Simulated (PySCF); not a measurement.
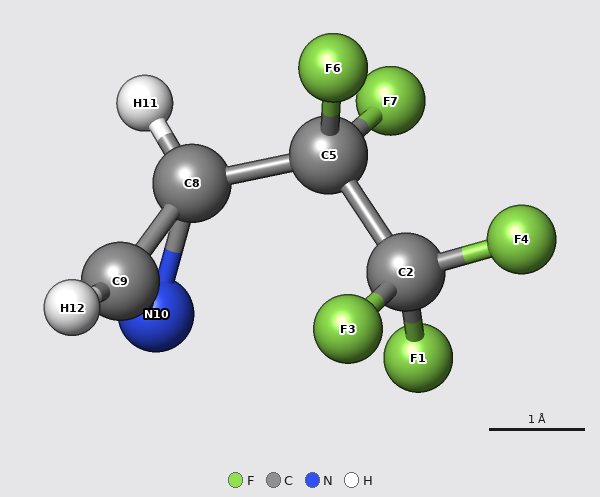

**Figure 1.** The input geometry (ball-and-stick view, seen at a tilt; atoms are numbered from 1 in the order of the input). Bond lengths as drawn: C–C 1.46 to 1.55 Å, C–F 1.33 to 1.36 Å, C–H 1.06 to 1.08 Å and C–N 1.25 to 1.49 Å.

## NMR shielding calculation of C₄H₂F₅N

The run: NMR shielding calculation of C₄H₂F₅N. Method and program: GIAO PBE0/IGLO-II NMR shielding, non-relativistic, gas phase (PySCF 2.14.0).

The geometry comes from this level: GFN2-xTB. Figures and captions count atoms from 1; the log counts them from 0 in places.

### The program's output
```
coarse grid: 12080 points
cycle   1  E = -706.7605025289  dE =  1.942e+00  |g| = 1.160e+00  |ddm| = 2.995e+00
cycle   2  E = -706.4381680827  dE =  3.223e-01  |g| = 1.899e+00  |ddm| = 1.465e+00
cycle   3  E = -706.9794088438  dE = -5.412e-01  |g| = 1.082e-01  |ddm| = 9.199e-01
cycle   4  E = -706.9790173690  dE =  3.915e-04  |g| = 1.139e-01  |ddm| = 1.190e-01
cycle   5  E = -706.9815881586  dE = -2.571e-03  |g| = 1.859e-02  |ddm| = 7.212e-02
cycle   6  E = -706.9816501912  dE = -6.203e-05  |g| = 6.499e-03  |ddm| = 1.410e-02
cycle   7  E = -706.9816578992  dE = -7.708e-06  |g| = 1.095e-03  |ddm| = 4.635e-03
final grid: 124592 points
cycle   8  E = -707.0120608932  dE = -1.137e-04  |g| = 6.767e-03  |ddm| = 2.172e-02
cycle   9  E = -707.0120527638  dE =  8.129e-06  |g| = 9.763e-03  |ddm| = 9.526e-03
cycle  10  E = -707.0120689923  dE = -1.623e-05  |g| = 1.402e-03  |ddm| = 5.625e-03
cycle  11  E = -707.0120692611  dE = -2.687e-07  |g| = 8.076e-04  |ddm| = 1.209e-03
cycle  12  E = -707.0120693853  dE = -1.242e-07  |g| = 2.157e-04  |ddm| = 5.396e-04
cycle  13  E = -707.0120693933  dE = -8.083e-09  |g| = 2.973e-05  |ddm| = 1.384e-04
cycle  14  E = -707.0120693935  dE = -1.621e-10  |g| = 8.932e-06  |ddm| = 2.829e-05
```

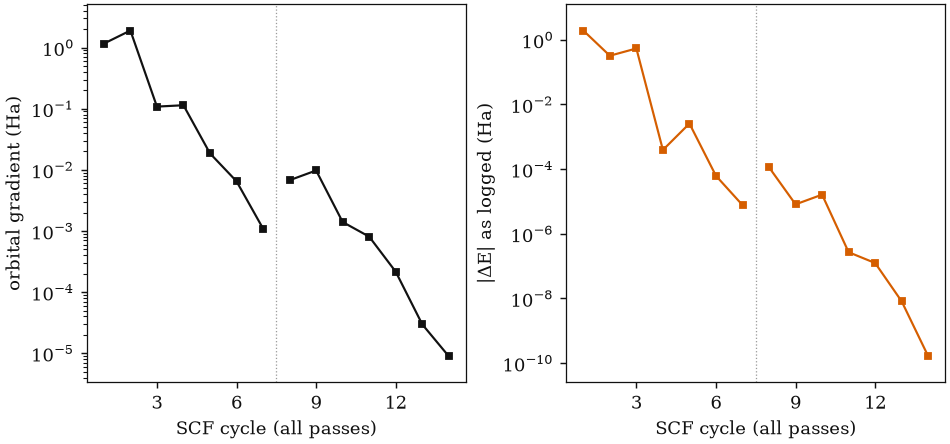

**Figure 2.** Convergence of the self-consistent field: orbital gradient and size of the energy change against the SCF cycle. The dotted line marks the change from a coarse to the final integration grid. The first 7 cycles use a coarse grid, the final grid takes over at cycle 8, and the field converges after 14 cycles in all.

```
converged SCF energy = -707.0120693935

GIAO shielding tensors (ppm)
atom      isotropic    diamagn.    paramagn.     s11        s22        s33       span
  0 F      266.269     472.154    -205.885    192.825    273.274    332.707    139.883
  1 C       60.801     243.149    -182.348     51.479     62.536     68.389     16.909
  2 F      265.426     474.641    -209.214    192.570    269.638    334.071    141.501
  3 F      271.182     469.099    -197.917    192.456    265.662    355.427    162.971
  4 C       65.726     240.413    -174.688     45.161     72.417     79.599     34.437
  5 F      301.580     471.436    -169.856    187.723    350.507    366.510    178.787
  6 F      303.404     470.009    -166.605    199.190    352.402    358.620    159.430
  7 C      161.841     250.063     -88.222     99.102    131.477    254.945    155.843
  8 C       20.214     259.530    -239.316   -155.582     55.973    160.251    315.833
  9 N      -62.150     321.962    -384.112   -400.006    -75.527    289.082    689.088
 10 H       30.105      29.804       0.301     24.179     27.098     39.039     14.861
 11 H       22.048      30.954      -8.907     16.184     24.282     25.678      9.494
```

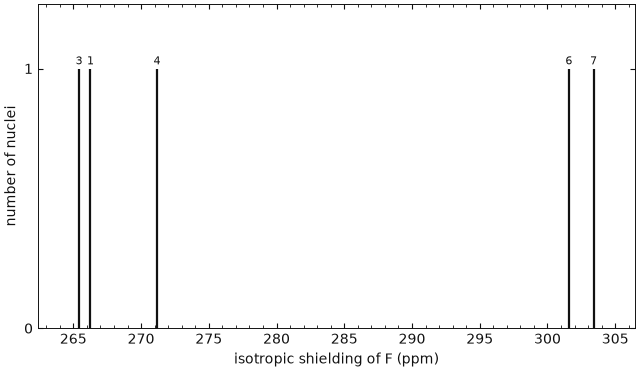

**Figure 3.** Isotropic shieldings of the fluorine nuclei in this fixed geometry, labelled by atom number; shielding grows to the right, so chemical shift grows to the left. The least shielded is F3 (265.4 ppm), the most shielded F7 (303.4 ppm).

This output came from the following input.

### The input
```
{"job": {"kind": "nmr", "xc": "PBE0", "basis": "IGLO-II", "pop": false}, "charge": 0, "multiplicity": 1}
F     -1.704449     0.286510    -1.149305
C     -1.311464     0.439085     0.110763
F     -0.769079     1.660611     0.221068
F     -2.392567     0.415431     0.881458
C     -0.286996    -0.645698     0.532847
F     -0.061920    -0.487042     1.867373
F     -0.879338    -1.855892     0.408606
C      1.020856    -0.596555    -0.221633
C      1.585094     0.669795    -0.672833
N      1.061059     0.002116    -1.588007
H      1.651636    -1.453661    -0.015357
H      2.088367     1.564615    -0.401006
```

The first line tells a small driver script what to run in PySCF; the rest is the geometry in Å.

Command:
```bash
OMP_NUM_THREADS=1 python <driver script> task.json out
```

### Key numbers

| quantity | value |
| --- | --- |
| outcome | converged |
| total energy | −707.012069 hartree |
| HOMO | −8.74 eV |
| LUMO | −1.39 eV |
| dipole moment | 3.07 D |
| isotropic shielding, F | 265.4 to 303.4 ppm |
| isotropic shielding, C | 20.2 to 161.8 ppm |
| isotropic shielding, N | −62.1 ppm |
| isotropic shielding, H | 22.0 to 30.1 ppm |
| hardware | 1 CPU thread, shared host |
| wall time | 42 s |
| peak memory | 0.99 GiB |

### Notes

Settings chosen away from the usual ones: PBE0/IGLO-II.
